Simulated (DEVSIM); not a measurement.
Device: abrupt Si n-p junction, at 300 K.

| layer (left to right) | material | thickness (μm) | Nd (cm⁻³) | Na (cm⁻³) | τn (s) | τp (s) |
|---|---|---|---|---|---|---|
| 1 | Si | 12.0 | 2.7e16 | - | 1.8e-5 | 1.8e-5 |
| 2 | Si | 120 | - | 2.2e17 | 1.8e-5 | 1.8e-5 |

Left contact: ohmic. Right contact: ohmic. Voltage is applied to the left contact. Recombination: SRH at mid-gap, Auger. Mobility is μmin + (μ − μmin)/(1 + (N/Nref)^α).

Constants are typed, rounded textbook-type inputs, not results; the design itself was drawn at random and stands for no fabricated device. Values at 300 K.

| parameter | Si |
|---|---|
| gap (eV) | 1.124 |
| affinity (eV) | 4.05 |
| permittivity | 11.7 |
| Nc (cm⁻³) | 2.86e19 |
| Nv (cm⁻³) | 3.1e19 |
| μn (cm²/Vs) | 1417 |
| μp (cm²/Vs) | 470 |
| μn,min | 52 |
| μp,min | 45 |
| Nref,n | 9.7e16 |
| Nref,p | 2.2e17 |
| αn | 0.68 |
| αp | 0.72 |
| Cn (cm⁶/s) | 2.8e-31 |
| Cp (cm⁶/s) | 9.9e-32 |

Model (solved in DEVSIM): 1D drift-diffusion, Boltzmann statistics, complete ionisation; no tunnelling, impact ionisation, image-force lowering or self-heating.

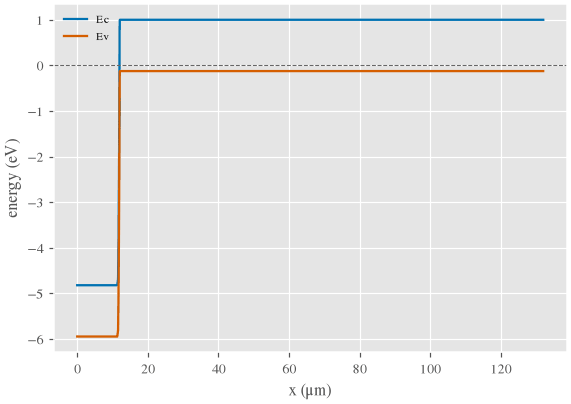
*Band edges at 5.0 V on the left contact*

Energies count from the Fermi level of the right contact; mesh points crowd at the junctions.

| x (μm) | Ec (eV) | Ev (eV) | n (cm⁻³) | p (cm⁻³) | field (V/cm) |
|---|---|---|---|---|---|
| 0.000 | -4.820 | -5.944 | 2.7e16 | 4300 | ≈ 0 |
| 0.05425 | -4.820 | -5.944 | 2.7e16 | 4300 | ≈ 0 |
| 0.2205 | -4.820 | -5.944 | 2.7e16 | 4200 | ≈ 0 |
| 0.7711 | -4.820 | -5.944 | 2.7e16 | 4000 | ≈ 0 |
| 3.703 | -4.820 | -5.944 | 2.7e16 | 2900 | ≈ 0 |
| 8.881 | -4.820 | -5.944 | 2.7e16 | 980 | ≈ 0 |
| 11.06 | -4.820 | -5.944 | 2.7e16 | 170 | ≈ 0 |
| 11.82 | -2.734 | -3.858 | < 1e2 | 110 | 130000 |
| 11.96 | -0.485 | -1.609 | < 1e2 | 130 | 190000 |
| 12.00 | 0.433 | -0.691 | < 1e2 | 7.6e7 | 190000 |
| 12.06 | 0.986 | -0.138 | < 1e2 | 1.5e17 | 11000 |
| 12.39 | 0.996 | -0.128 | < 1e2 | 2.2e17 | ≈ 0 |
| 13.34 | 0.996 | -0.128 | < 1e2 | 2.2e17 | ≈ 0 |
| 16.25 | 0.996 | -0.128 | < 1e2 | 2.2e17 | ≈ 0 |
| 32.13 | 0.996 | -0.128 | 100 | 2.2e17 | ≈ 0 |
| 76.70 | 0.996 | -0.128 | 300 | 2.2e17 | ≈ 0 |
| 114.4 | 0.996 | -0.128 | 460 | 2.2e17 | ≈ 0 |
| 126.6 | 0.996 | -0.128 | 510 | 2.2e17 | ≈ 0 |
| 130.9 | 0.996 | -0.128 | 520 | 2.2e17 | ≈ 0 |
| 131.7 | 0.996 | -0.128 | 530 | 2.2e17 | ≈ 0 |
| 131.9 | 0.996 | -0.128 | 530 | 2.2e17 | ≈ 0 |
| 132.0 | 0.996 | -0.128 | 530 | 2.2e17 | ≈ 0 |
